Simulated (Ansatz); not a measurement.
# [NO2]+ (SMILES O=[N+]=O): levels of theory compared

Aim: a comparison of 6 runs (BHLYP/STO-3G, BLYP/STO-3G, PBE0/STO-3G, UPBE/STO-3G, revPBE/STO-3G, UCCSD(T)/STO-3G) of [NO2]+. 

The calculation is run with Ansatz 0.2.0.

9 further runs of the same task are left out: 8 that didn't finish, 1 set aside as unsound or not needed.

**1. The system as given**

[NO2]+: 3 atoms, total charge +1, spin state singlet. SMILES: `O=[N+]=O`. The N2–O1 distance was set to 1.636 Å, away from the relaxed value.

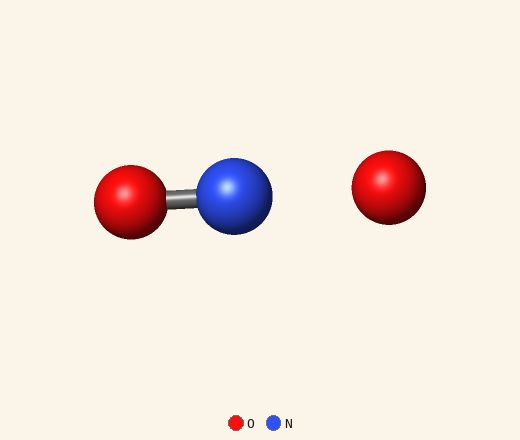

Viewed from a chosen angle; oxygen red, nitrogen blue.

**2. The energy at BHLYP/STO-3G (run 1)**

The input, in.yaml:

```yaml
crystal:
  periodic: [false, false, false]
  atoms:
    - symbol: O
      position_ang: [-0.844774, 1.366756, -0.308992]
    - symbol: N
      position_ang: [-0.000010, -0.000010, -0.000000]
    - symbol: O
      position_ang: [0.563210, -0.911180, 0.206000]
basis:
  gaussian: {orbitals: STO-3G}
total_charge: 1
hamiltonian: {xc: {name: BHLYP}}
accuracy: high
```

Command:

```
$ ansatz run in.yaml --threads 1 --pin off --max-ram 2610MiB --events-out events.jsonl --progress --plain --runs-dir runs
```

What it wrote:

```text
Warning: RAYON_NUM_THREADS=1 ignored (pool sized by the plan → 1); use --threads N
Functional definition: BHLYP
  name "BHLYP"
  parameter a = 0.5
  exchange = (1 - a)*b88_x + a*exact_x
  correlation = lyp_c
245 factors; integrals over basis functions are off by at most 4.1e-8 eV
mean field evaluation 1: about -5482.8201 eV, gradient 4.1e1 eV
mean field evaluation 2: about -5366.3006 eV, gradient 1.3e2 eV
mean field evaluation 4: about -5485.6162 eV, gradient 2.8e1 eV
mean field evaluation 8: about -5488.8536 eV, gradient 1.2e0 eV
mean field evaluation 16: about -5488.8874 eV, gradient 1.0e-3 eV
mean field -5488.88740920 eV, -201.7128917866 hartree, gradient 1.5e-8 eV, S^2 0.000000; 0 other end points of the search recorded, 0 dependent functions left out
reference -5488.88741993 eV, -201.7128921810 hartree; 11, 11 occupied and 4, 4 virtual orbitals, 245 factors
Total energy: -5488.88741993 eV, -201.7128921810 hartree
```

It took 0.56 s on 1 thread of Arm Neoverse V2, shared host.

**3. A single-point energy at BLYP/STO-3G (run 2)**

The input, job.yaml:

```yaml
crystal:
  periodic: [false, false, false]
  atoms:
    - {symbol: O, position_ang: [-0.844774, 1.366756, -0.308992]}
    - {symbol: N, position_ang: [-0.000010, -0.000010, -0.000000]}
    - {symbol: O, position_ang: [0.563210, -0.911180, 0.206000]}
basis:
  gaussian:
    orbitals: STO-3G
total_charge: 1
hamiltonian:
  xc: {name: BLYP}
accuracy: high
```

Command:

```
$ ansatz run job.yaml --threads 1 --pin off --max-ram 2610MiB --events-out events.jsonl --progress --plain --runs-dir runs
```

What it wrote:

```text
Warning: RAYON_NUM_THREADS=1 ignored (pool sized by the plan → 1); use --threads N
Functional definition: BLYP
  name "BLYP"
  parameter beta = 0.0042
  parameter a = 0.04918
  parameter b = 0.132
  parameter c = 0.2533
  parameter d = 0.349
  exchange = b88_x(beta = beta)
  correlation = lyp_c(a = a, b = b, c = c, d = d)
245 factors; integrals over basis functions are off by at most 4.1e-8 eV
mean field evaluation 1: about -5487.3966 eV, gradient 3.2e1 eV
mean field evaluation 2: about -5339.5841 eV, gradient 1.0e2 eV
mean field evaluation 4: about -5459.1086 eV, gradient 9.4e1 eV
mean field evaluation 8: about -5491.7558 eV, gradient 3.4e-3 eV
mean field evaluation 16: about -5491.6866 eV, gradient 3.0e-9 eV
mean field -5491.68662420 eV, -201.8157610405 hartree, gradient 3.8e-9 eV, S^2 0.000000; 0 other end points of the search recorded, 0 dependent functions left out
reference -5491.68664560 eV, -201.8157618270 hartree; 11, 11 occupied and 4, 4 virtual orbitals, 245 factors
Total energy: -5491.68664560 eV, -201.8157618270 hartree
```

Run time: 0.6 s. Hardware: 1 thread of Arm Neoverse V2, shared host.

Runs 3 to 5 aren't shown in full; the table further down has their settings and results.

**4. The energy at UCCSD(T)/STO-3G (run 6)**

The input, run.yaml:

```yaml
crystal:
  periodic: [false, false, false]
  atoms:
    - symbol: O
      position_ang: [-0.844774, 1.366756, -0.308992]
    - symbol: "N"
      position_ang: [-0.000010, -0.000010, -0.000000]
    - symbol: O
      position_ang: [0.563210, -0.911180, 0.206000]
basis:
  gaussian:
    orbitals: STO-3G
total_charge: 1
magnetization:
  spin_polarized: true
  initial_magnetization: 0
correlation:
  method: ccsd_t
  frozen_orbitals: {"N": 1, O: 1}
accuracy: high
scf:
  omitted_lower_state_checks: [cluster_reference, increment]
```

Command:

```
$ ansatz run run.yaml --threads 1 --pin off --max-ram 2610MiB --events-out events.jsonl --progress --plain --runs-dir runs
```

What it wrote:

```text
Warning: RAYON_NUM_THREADS=1 ignored (pool sized by the plan → 1); use --threads N
[... 45 lines left out ...]
3 core orbitals not correlated: weight in the atoms' cores, before any rotation towards them, 1.000 or more for the frozen orbitals, at most 0.000 for the correlated occupied ones
[... 67 lines left out ...]
Total energy: -5473.32989805 eV, -201.1411637971 hartree
Checks for a lower state left out: cluster_reference, increment
```

It took 4.2 s on 1 thread of Arm Neoverse V2, shared host.

**5. All runs side by side**

```
run            level  frozen core orbitals  energy (Eh)  wall time
  1     BHLYP/STO-3G                     –  -201.712892     0.56 s
  2      BLYP/STO-3G                     –  -201.815762      0.6 s
  3      PBE0/STO-3G                     –  -201.641087      0.6 s
  4      UPBE/STO-3G                     –  -201.665624       35 s
  5    revPBE/STO-3G                     –  -201.840346      0.6 s
  6  UCCSD(T)/STO-3G                     3  -201.141164      4.2 s
```

**6. What came out**

| quantity | value |
| --- | --- |
| run 6: total energy | -201.14116 Eh |
| run 6: correlation energy (3 core orbitals frozen) | -218.0 mEh |
| run 6: (T) correction | -21.46 mEh |
| run 6: ⟨S²⟩ of the reference determinant | 1.303 |
| run 6: T1 diagnostic | 0.134 |

**Reading.** Totals of different functionals can't be ranked against each other. In runs 1, 2, 3, 4, 5, 6 the basis is minimal, so the values are rough. Spin contamination of the reference: run 6 ⟨S²⟩ = 1.30. Where it is this large, the reference is a mixture of spin states, and values that rest on it are in doubt. All runs together took 42 s, the longest 35 s.
